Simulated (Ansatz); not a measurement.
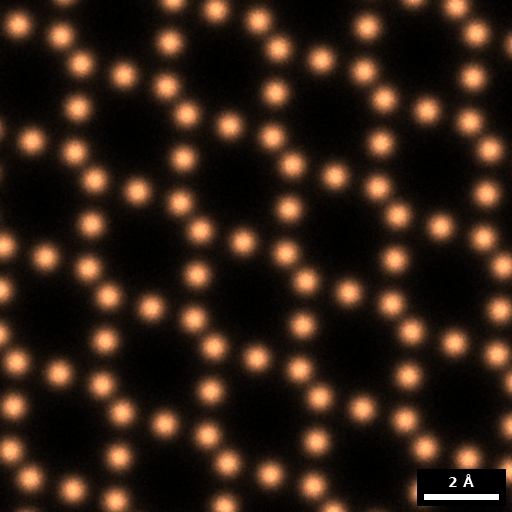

HAADF-like image of Zr. The image is simulated as a sum over atoms of Z^1.7, blurred by a 0.50 Å probe (no channelling). The probe carries 25 % of its weight in a tail 2.5 times as wide. Shot noise was added.

Measure the repeat of the pattern.

Answer. The pattern repeats on a centred rectangular net of 3.1 × 5.6 Å.

What is the plane group of the image?

Answer. c2mm: perpendicular mirror lines on a centred net, with further twofold points between them.

How many columns does the smallest repeating cell hold, and how many levels of brightness?

Answer. 4 columns in the primitive cell of 8.7 Å², all of one brightness.

The crystal is Zr (P6_3/mmc, No. 194) seen along [101]. Model: a calculation's starting geometry; the starting structure was generated, so it need not be a known form of this composition.
